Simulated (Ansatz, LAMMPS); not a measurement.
# Static equation of state of amorphous polyisobutylene (as short chains C22H46), from a frame at 500 K, (204 atoms)

Density of this cell: 0.893 g/cm³. The cell holds 204 atoms: 66 C and 138 H. Cell: a = 12.153 Å, b = 12.192 Å, c = 11.707 Å, α = 88.8°, β = 91.0°, γ = 88.9°. The starting structure: 3 polyisobutylene chains of 5 units with methyl end groups placed at random, at 0.778 g/cm³; overlaps pushed apart, then 20 ps at 800 K with MMFF94 bonds, angles, torsions, charges and radii (Halgren, J. Comput. Chem. 17, 490 (1996)) in harmonic and 12-6 forms. Snapshot after 30 ps at 500 K and fixed volume.

Calculated with Ansatz 0.2.0: Kohn-Sham DFT, PBE+D4, PAW (set soft_2), plane waves; cutoff 420 eV, Γ point, fixed occupations. Cell and atoms were relaxed first, to V0 = 8.4984 Å³ an atom at a residual P0 = 0.005 GPa. The cell was then scaled evenly, and the atoms were relaxed at each volume.

| volume (Å³/atom) | pressure (GPa) |
| --- | --- |
| 7.6485 | ? |
| 7.9885 | 0.4012 |
| 8.2434 | 0.1732 |
| 8.7533 | -0.1316 |
| 9.0083 | -0.2105 |

**Question.** Fit the third-order Birch–Murnaghan equation to the rows given and extrapolate to the withheld row.

Worked fit:

Take the Eulerian strain f = ½[(V0/V)^(2/3) − 1] and the normalised pressure F = (P − P0) / [3f(1 + 2f)^(5/2)]. The third-order Birch–Murnaghan equation is then the line F = B0 + (3/2)B0(B′ − 4) f, so u = f and v = F.

| u = f | v = F (GPa) |
| --- | --- |
| 0.0210563 | 5.65127 |
| 0.0102568 | 5.18332 |
| -0.00975647 | 4.91811 |
| -0.0190504 | 4.16358 |

With n = 4: mean u = 6.2656e-4, mean v = 4.97907, Σ(u − ū)² = 0.0010051, Σ(u − ū)(v − v̄) = 0.032379. Slope b = 0.032379 / 0.0010051 = 32.215; intercept a = v̄ − b ū = 4.9589.

So B0 = a = 4.96 GPa and B′ = 4 + 2b/(3a) = 8.33. At the withheld volume f = 0.03638, F = a + b f = 6.131 GPa, and P = P0 + 3f(1 + 2f)^(5/2) F.

Prediction at 7.6485: 0.8031 GPa. The run gave 0.8334 GPa, so the fit is low by 0.030 GPa (3.6 % of the value).

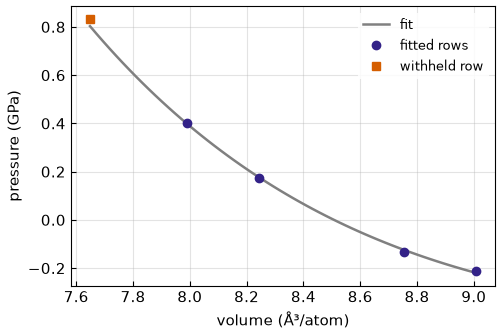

The fit, the rows that it rests on and the withheld row.

The series isn't one smooth equation of state: even a line fitted to all rows, the withheld one included, misses F by up to 5.8 %. B0 and B′ are then only the numbers of this fit, not moduli of the material. Among the rows given, the largest miss of the fit is at 9.0083, by 0.0094 GPa (0.90 % of the range of the table).

Limits: Static cells at zero temperature; the cell shape is held. The program notes that the SCF threshold of these relaxations is loose for the stress. The network of contacts between molecules at the start is that of the classical potential that made the cell, and needn't be the one that DFT or experiment would give. Only the Γ point is sampled, in a cell whose shortest periodic width is 12 Å.

[Hosts, paths, dates, database ids (printed as entryN), source tags and the programs' standing remarks are cut or masked in the printed files.]

[The MMFF94 radii named for the starting cell were scaled by 0.96; in molecules described by MMFF94, hydrogen bound to N, O or S took a small fixed 12-6 site in their place.]
